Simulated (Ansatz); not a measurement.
# CH5AsOSi: what the fields show

| atom | x (Å) | y (Å) | z (Å) |
| --- | --- | --- | --- |
| As | -1.1713 | 1.7429 | 0.1685 |
| Si | 0.4664 | 0.0400 | 0.0369 |
| C | -0.0365 | -1.6891 | -0.2449 |
| O | 0.2783 | -1.2203 | 1.1316 |
| H | -0.5833 | 2.4609 | -1.0500 |
| H | -0.3121 | 2.5738 | 1.1248 |
| H | 1.8624 | 0.4596 | -0.2229 |
| H | 0.6636 | -2.4411 | -0.5989 |
| H | -1.0789 | -1.9728 | -0.3620 |

The calculation used RKS B3LYP-D4/def2-mTZVP (Ansatz 0.2.0).

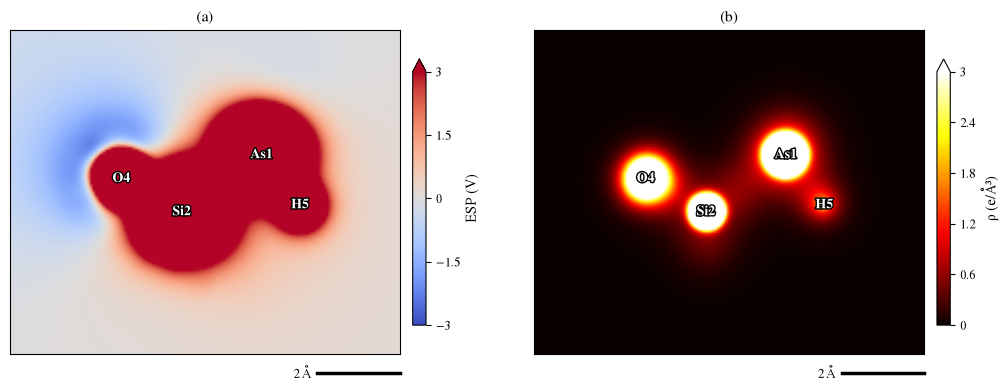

Figure 1. (a) electrostatic potential; (b) total electron density on the plane of atoms Si2, As1 and H5.

**Describe what can be read from this map.**

Atoms in the plane: As, Si, O and H. Si–O (1.68 Å): ρ at the midpoint is about 1.1 e/Å³. Si–As (2.37 Å): ρ at the midpoint is about 0.63 e/Å³. As–H (1.53 Å): ρ at the midpoint is about 1.1 e/Å³. Outside the dense part of the molecule the potential is most negative (−2.2 V) near O4.

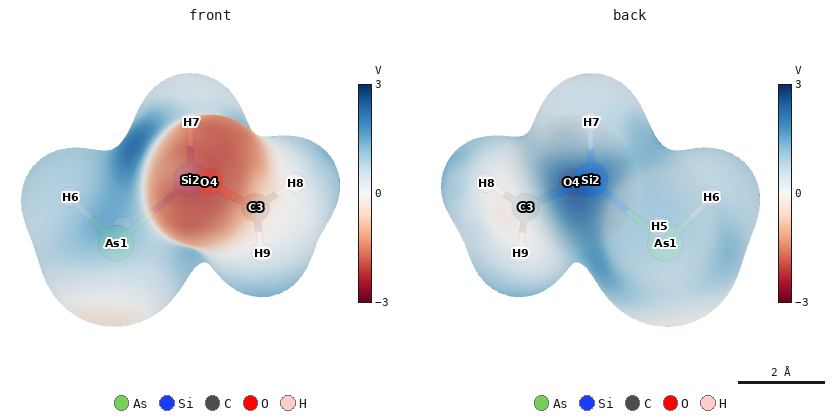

Figure 2. The electrostatic potential painted on the density surface at 0.004 e/bohr³, seen from the front and from behind; the colour scale runs from red (negative) to blue (positive).

**Which sites attract a positive test charge, and which a negative one?**

A positive charge is drawn to the negative regions and a negative charge to the positive ones. The most negative region (about −1.9 V) lies over O4, the most positive (about +2.3 V) over Si2. O4 is the likeliest acceptor of a hydrogen bond.

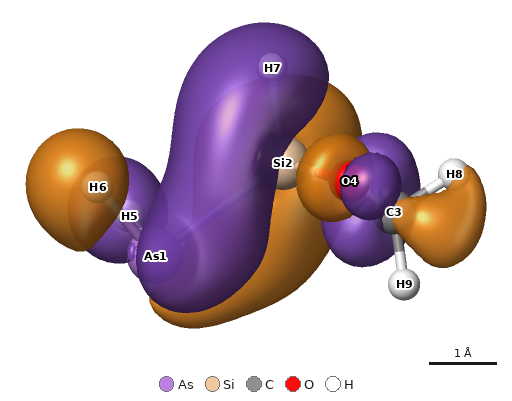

Figure 3. The LUMO at ±0.08 Å⁻³ᐟ² (orange and purple are the two phases), seen across its widest extent.

**Where does this orbital lie, and at what energy?**

Its weight (Hirshfeld) is mainly on Si2 (about 45 %), As1 (about 20 %), C3 (about 10 %) and O4 (about 10 %). Its energy is −0.84 eV.
